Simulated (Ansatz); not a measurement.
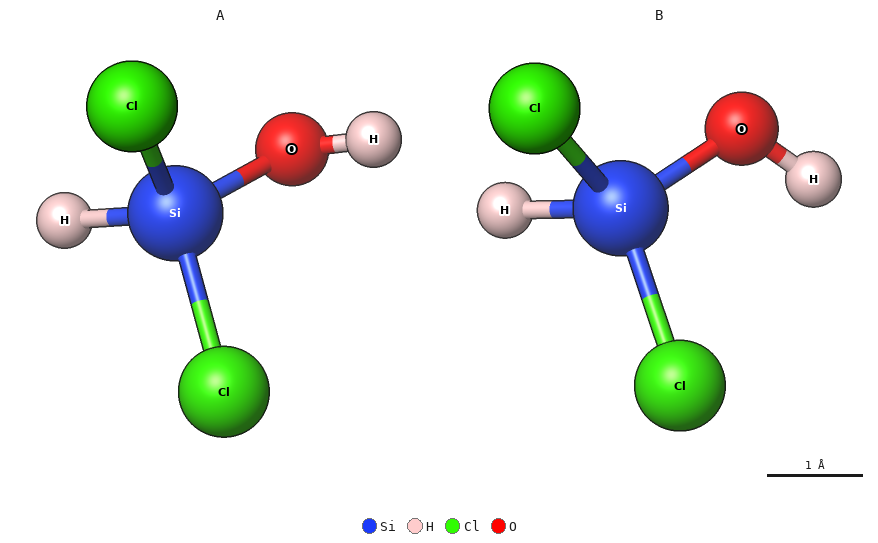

Two geometries of SiH2OCl2, drawn at one scale. One is the start of a relaxation, the other its converged end. Style: ball-and-stick. Shown at a tilt.

These are results of Ansatz 0.2.0, RKS PBE0-D4/def2-SVP, not measurements. Set-up: no spin polarisation; force threshold 0.03 eV/Å; at most 50 steps.

> Which of the two is the end point?

Structure A is the relaxed one. The run prepares an end point of a later path (reaction) calculation, from a guessed geometry. After 9 accepted moves (11 points after the start) the energy has fallen by 22.7 kJ/mol. Largest force component: 1.3 eV/Å at the start, 0.006 eV/Å at the end. The line search rejected the trial steps at points 5, 9 of the run. The largest move after the best rigid fit is that of an H atom, 0.58 Å. Largest moves by element: H 0.58 Å, Cl 0.39 Å, O 0.38 Å, Si 0.10 Å. Some distances before and after: Cl–Si 2.086 → 2.056 Å, H–Si 1.454 → 1.473 Å, Cl–Si 2.049 → 2.056 Å. Among the angles between lasting bonds that change: H–Si–Cl 93.1° → 110.1°, H–Si–O 117.0° → 107.4°, Cl–Si–Cl 112.6° → 107.2°. Groups turn about O–Si by about 75°. Cost: 34 s on 1 thread of Arm Neoverse V1, with other jobs on the host, peak memory 0.14 GiB.
